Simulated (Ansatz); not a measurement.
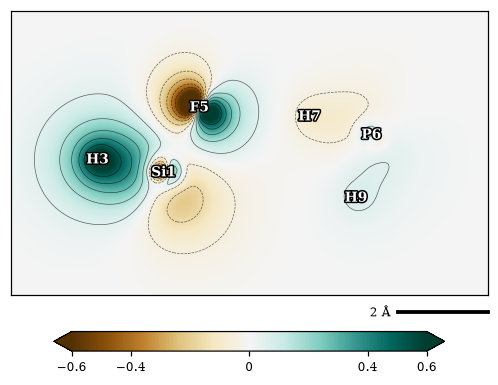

The picture shows: FH3Si···PH3. The HOMO−1 on the plane of atoms H7, P6 and H9 (values in Å⁻³ᐟ²; the overall sign is arbitrary).

Level of theory: RKS PBE/def2-SVP in Ansatz 0.2.0.

```xyz
9

Si    0.7191   -0.0207   -0.2730
H     1.1819   -0.2468    1.1364
H     1.8454   -0.2615   -1.2337
H     0.1813    1.3708   -0.4382
F    -0.4828   -1.0903   -0.6117
P    -3.6508   -0.2184    1.4524
H    -2.5946   -0.6405    0.5688
H    -3.2426   -1.1485    2.4764
H    -2.8426    0.8377    2.0126
```

> Describe this orbital and give its energy.

Its weight (Hirshfeld) is mainly on Si1 (about 30 %), H3 (about 30 %), F5 (about 25 %) and H2 (about 10 %). Its energy is −8.27 eV.
